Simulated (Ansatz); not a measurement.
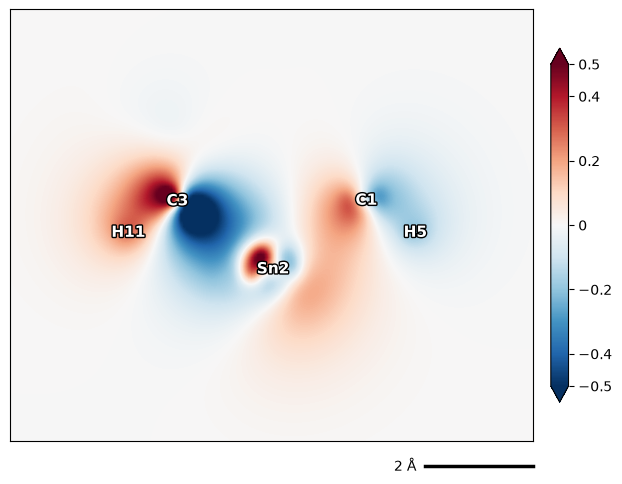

Figure 1: C$_{2}$H$_{7}$FSn (SMILES [CH3][SnH2][CH2]F). The HOMO on the plane of atoms C1, Sn2 and C3 (values in Å⁻³ᐟ²; the overall sign is arbitrary).

Geometry: PBE0-D4/def2-TZVP; core potentials replace the inner electrons of Sn.

The calculation used RKS PBE0-D4/def2-TZVPP (Ansatz 0.2.0).

```xyz
11

C     0.1471    1.7772    0.0453
Sn   -0.8022   -0.0990   -0.3346
C     0.5859   -1.6830    0.1940
F     1.0855   -1.4507    1.4705
H    -0.5540    2.5964   -0.1128
H     0.4979    1.8010    1.0770
H     0.9993    1.9055   -0.6222
H    -2.2200   -0.2665    0.6075
H    -1.2033   -0.2665   -1.9926
H     1.4293   -1.7095   -0.5014
H     0.0998   -2.6618    0.1899
```

> Where does this orbital lie, and at what energy?

By Hirshfeld shares it lies mainly on C3 (about 35 %), Sn2 (about 25 %), F4 (about 20 %) and C1 (about 5 %). Its energy is −7.79 eV.
